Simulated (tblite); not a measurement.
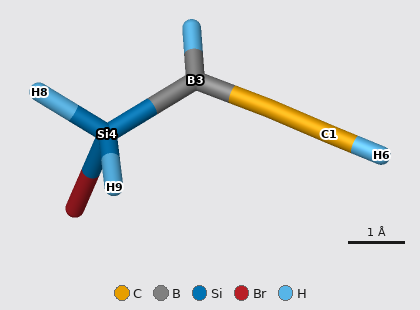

**Figure 1.** The structure as given in the input (stick view, seen at a tilt; atoms are numbered from 1 in the order of the input).

## Run report: C$_{2}$H$_{4}$BBrSi, frequency calculation

The run: frequency calculation of C$_{2}$H$_{4}$BBrSi. Method and program: GFN2-xTB harmonic vibrations, gas phase (tblite 0.8.0).

It belongs to a series of runs on one base structure; here: H on B replaced by ethynyl.

**The input**
```
{"job": {"kind": "ir", "xc": "GFN2-xTB", "basis": "xTB"}, "charge": 0, "multiplicity": 1}
C      2.481665     0.537501     0.278953
C      1.297115     0.515210     0.519906
B     -0.170985     0.453755     0.762996
Si    -1.265319    -0.725475    -0.352315
Br    -2.105896     0.592530    -1.979376
H      3.514745     0.570588     0.082856
H     -0.639406     1.155253     1.578529
H     -2.479514    -1.313709     0.219660
H     -0.618844    -1.779660    -1.136389
```

The first line tells a small driver script what to run in tblite; the rest is the geometry in Å.

Run on 1 CPU thread, shared host.

Launched with:
```bash
OMP_NUM_THREADS=1 python <driver script> task.json out
```

**What the program printed**
```
mode    cm-1     km/mol
  1      12.5      2.98
  2     108.1      4.88
  3     121.1      0.75
  4     256.3      1.58
  5     337.2      8.88
  6     372.6     10.69
  7     451.9     48.89
  8     589.9     89.68
  9     596.4     28.38
 10     623.6     31.11
 11     691.5     12.83
 12     700.1    199.87
 13     721.9    169.47
 14     827.0    256.77
 15     921.4      6.26
 16    1102.6     10.90
 17    2168.2     31.06
 18    2244.8    375.18
 19    2272.5    181.31
 20    2623.1     77.24
 21    3362.6      0.73
```

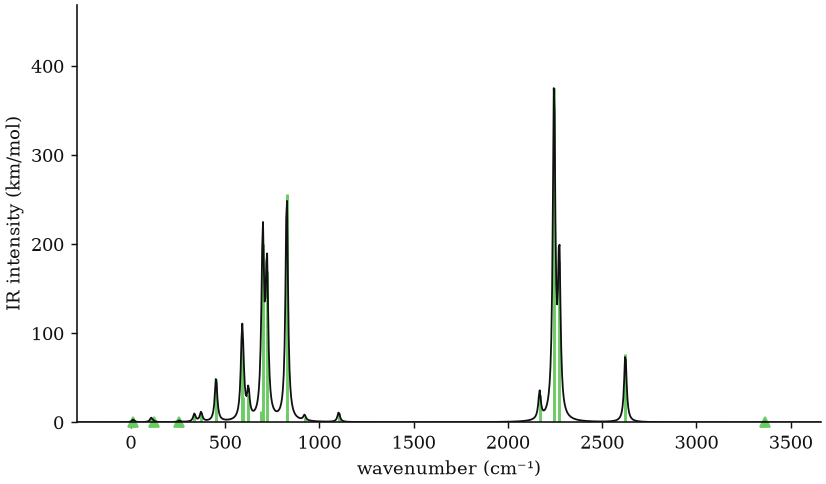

**Figure 2.** Harmonic infrared spectrum, unscaled: sticks (degenerate modes added up, dark ones marked on the axis) with a Lorentzian envelope of 16 cm⁻¹ full width, scaled to the tallest stick. 21 modes from 12 to 3363 cm⁻¹, none imaginary. The strongest line is at 2245 cm⁻¹ (375 km/mol).

**Key numbers**

| quantity | value |
| --- | --- |
| outcome | converged |
| total energy | −362.5740 eV |
| zero-point energy | 30.1720 kcal/mol |
| peak memory | 0.18 GiB |
